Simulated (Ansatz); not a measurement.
# wB97X/6-31G(d) (spherical functions) run of [SiH3]+ (SMILES [SiH3+])

Aim: the energy change on altering one bond length of [SiH3]+ at wB97X/6-31G* (spherical functions), from 2 runs. 

The results are computed with Ansatz 0.2.0.

2 further runs of the same task are left out: 2 that didn't finish.

### 1 Starting point

[SiH3]+ has 4 atoms, charge +1, and is taken as a singlet. SMILES: `[SiH3+]`. The shape is that of a PBE0-D4/def2-TZVP optimisation.

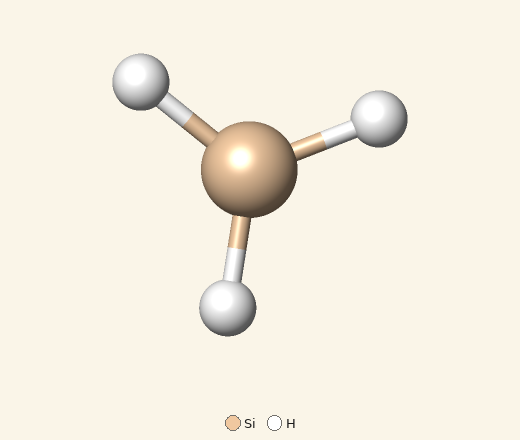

The structure, seen from a chosen angle (silicon light orange, hydrogen white).

### 2 The energy at wB97X/6-31G(d) (spherical functions)

job.yaml

```yaml
crystal:
  periodic: [false, false, false]
  atoms:
    - {symbol: Si, position_ang: [-0.000000, -0.000000, 0.000000]}
    - {symbol: H, position_ang: [0.686900, 0.675400, 1.113000]}
    - {symbol: H, position_ang: [-0.118400, -1.467200, -0.009900]}
    - {symbol: H, position_ang: [-0.568500, 0.791700, -1.103100]}
basis:
  gaussian: {orbitals: 6-31G_st_-spherical.json}
total_charge: 1
hamiltonian: {xc: {name: wB97X}}
accuracy: high
```

The basis set 6-31G* is read from a file made from the Basis Set Exchange's data (not shown).

On the command line:

```
ansatz run job.yaml --threads 1 --pin off --max-ram 2610MiB --events-out events.jsonl --progress --plain --runs-dir runs
```

What it wrote:

```text
Warning: RAYON_NUM_THREADS=1 ignored (pool sized by the plan → 1); use --threads N
Functional definition: wB97X
  name "wB97X"
  parameter omega = 0.3/bohr
  parameter cx = 0.157706
  parameter cx1 = 0.726479
  parameter cx2 = 1.04760
  parameter cx3 = -5.70635
  parameter cx4 = 13.2794
  parameter css1 = -4.33879
  parameter css2 = 18.2308
  parameter css3 = -31.7430
  parameter css4 = 17.2901
  parameter cos1 = 2.37031
  parameter cos2 = -11.3995
  parameter cos3 = 6.58405
  parameter cos4 = -3.78132
  exchange = spin_sum(e_x_unif_sr(omega)*poly(b97_u_x, 1 - cx, cx1, cx2, cx3, cx4)) + cx*exact_x_sr(omega)
      + exact_x_lr(omega)
  correlation = spin_sum(e_c_pw_same_spin*poly(b97_u_same, 1, css1, css2, css3, css4))
      + integral(e_c_pw_opposite_spin*poly(b97_u_opposite, 1, cos1, cos2, cos3, cos4))
453 factors; integrals over basis functions are off by at most 5.4e-9 eV
178 factors; integrals over basis functions are off by at most 2.4e-9 eV
mean field evaluation 1: about -7915.7674 eV, gradient 4.5e0 eV
mean field evaluation 2: about -7915.8357 eV, gradient 7.1e-1 eV
mean field evaluation 4: about -7915.8320 eV, gradient 1.5e-1 eV
mean field evaluation 8: about -7915.8321 eV, gradient 3.4e-4 eV
mean field evaluation 16: about -7915.8321 eV, gradient 3.6e-8 eV
mean field -7915.83207434 eV, -290.9014631883 hartree, gradient 3.6e-8 eV, S^2 0.000000; 0 other end points of the search recorded, 0 dependent functions left out
reference -7915.83207203 eV, -290.9014631034 hartree; 8, 8 occupied and 16, 16 virtual orbitals, 453 factors
Total energy: -7915.83207203 eV, -290.9014631034 hartree
```

Run time: 3.9 s. Hardware: 1 thread of Arm Neoverse V1, shared host; peak memory 0.19 GiB.

### 3 The distorted shape, same level

molecule.yaml

```yaml
crystal:
  periodic: [false, false, false]
  atoms:
    - {symbol: Si, position_ang: [0.029600, 0.366796, 0.002475]}
    - {symbol: H, position_ang: [0.716500, 1.042196, 1.115475]}
    - {symbol: H, position_ang: [-0.118400, -1.467200, -0.009900]}
    - {symbol: H, position_ang: [-0.538900, 1.158496, -1.100625]}
basis:
  gaussian:
    orbitals: 6-31G_st_-spherical.json
total_charge: 1
hamiltonian:
  xc: {name: wB97X}
accuracy: high
```

The basis set 6-31G* is read from a file made from the Basis Set Exchange's data (not shown).

On the command line:

```
ansatz run molecule.yaml --threads 1 --pin off --max-ram 2610MiB --events-out events.jsonl --progress --plain --runs-dir runs
```

What it wrote, shortened:

```text
Warning: RAYON_NUM_THREADS=1 ignored (pool sized by the plan → 1); use --threads N
[... 2 set-up lines as earlier in the session ...]
[...]
      + exact_x_lr(omega)
[...]
      + integral(e_c_pw_opposite_spin*poly(b97_u_opposite, 1, cos1, cos2, cos3, cos4))
452 factors; integrals over basis functions are off by at most 3.6e-9 eV
184 factors; integrals over basis functions are off by at most 1.9e-9 eV
[...]
mean field -7914.94402078 eV, -290.8688278219 hartree, gradient 7.1e-8 eV, S^2 0.000000; 0 other end points of the search recorded, 0 dependent functions left out
reference -7914.94401839 eV, -290.8688277340 hartree; 8, 8 occupied and 16, 16 virtual orbitals, 452 factors
Total energy: -7914.94401839 eV, -290.8688277340 hartree
```

Wall time 3.6 s (1 thread of Arm Neoverse V1, shared host); peak memory 0.18 GiB.

### 4 Outcome

At wB97X/6-31G* (spherical functions):

```
                                                          quantity          value
                                         first shape: total energy  -290.90146 Eh
                                     distorted shape: total energy  -290.86883 Eh
energy change with the Si1–H3 bond stretched from 1.472 to 1.840 Å       0.888 eV
```

In words: With the Si1–H3 bond stretched from 1.472 to 1.840 Å the energy rises by 0.89 eV (85.7 kJ/mol). The first shape isn't relaxed at this level, so the change isn't measured from a minimum.
